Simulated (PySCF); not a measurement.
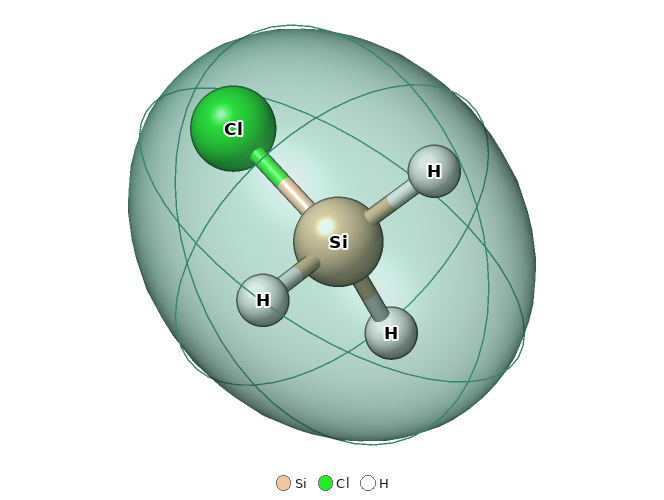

The ellipsoid shows the static dipole polarisability: its half-axes are proportional to the principal values. Computed geometry: PBE0-D3(BJ)/def2-SVP optimisation. No frequency run is at hand to confirm it as a minimum. Computed with ωB97X-D/def2-SVPD in benzene (IEF-PCM) (PySCF 2.14.0).

Question: Give the principal values, the mean and the anisotropy.

Answer: Principal values 43.9, 43.9, 55.0 bohr³; mean 47.6 bohr³ (7.05 Å³); anisotropy 11.1 bohr³, so the longest axis is 1.25 times the shortest.
